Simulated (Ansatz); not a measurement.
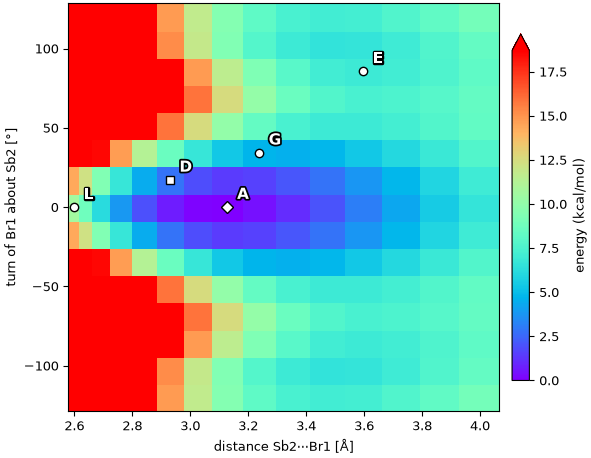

BrH₃Sb, charge −1. The turn is about an axis along (−0.10, −0.99, −0.06) in the frame of the relaxed pair, normal to the line between the partners. First axis: distance Sb2···Br1. Second axis: turn of Br1 about Sb2. The scan uses a 15 × 15 grid; 120 points were computed and 105 follow by symmetry. All energies are given in kcal/mol relative to the lowest grid point. Energies and slopes of some neighbouring points disagree (a jump in structure or state, or too coarse a mesh). All numbers below come from RKS SPW92 (LDA)/def2-TZVPD in Ansatz 0.2.0.

Drawn: one coloured cell a grid point, one colour for all values above the top of the scale, lettered points.

**Is D the lowest point of the computed grid?**

No. D lies 2.8 kcal/mol above the lowest grid point, which is at distance Sb2···Br1 = 3.128 Å, turn of Br1 about Sb2 = 0.0°.

**Rank the lettered points by energy, lowest first.**

A (0.0 kcal/mol), D (2.8 kcal/mol), G (4.7 kcal/mol), E (6.9 kcal/mol), L (10.6 kcal/mol).
